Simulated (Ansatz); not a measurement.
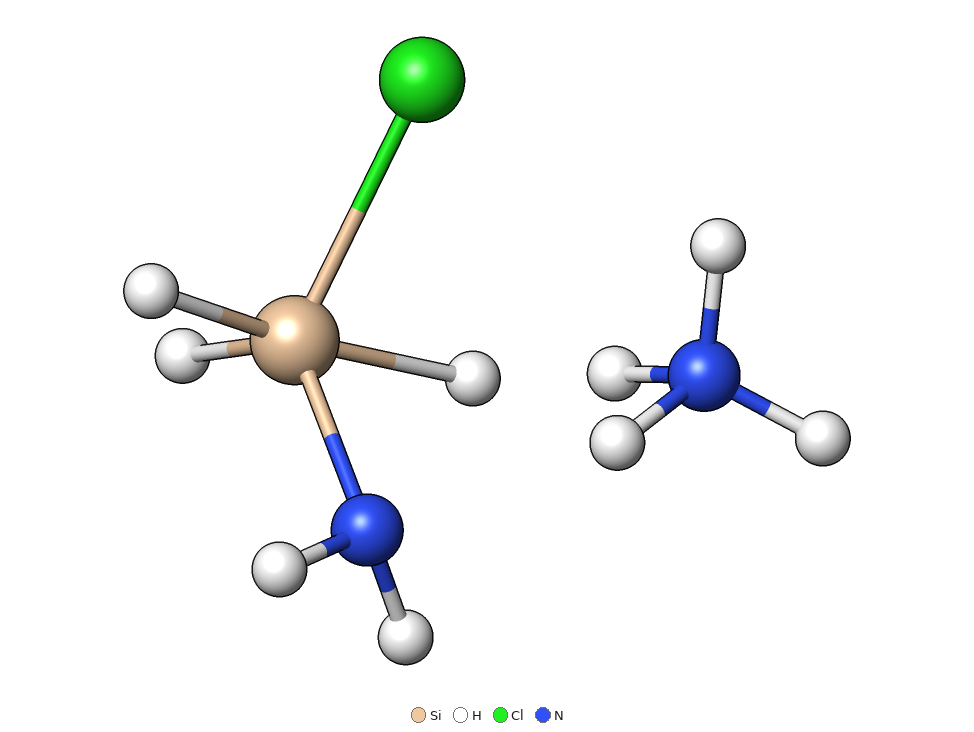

Sticks follow a distance rule. Harmonic vibrations computed with RKS PBE0-D4/def2-TZVP (Ansatz 0.2.0) at a stationary point of the same level.

**How many imaginary frequencies does it have?**

A first-order saddle point: one imaginary frequency, 228i cm⁻¹.

**List the wavenumbers.**

33 modes: 228i, 130, 143, 255, 300, 347, 393, 409, 543, 553, 601, 650, 747, 811, 980, 1001, 1055, 1186, 1261, 1335, 1479, 1543, 1569, 1635, 1679, 2042, 2120, 2151, 3182, 3516, 3524, 3620, 3627 cm⁻¹.
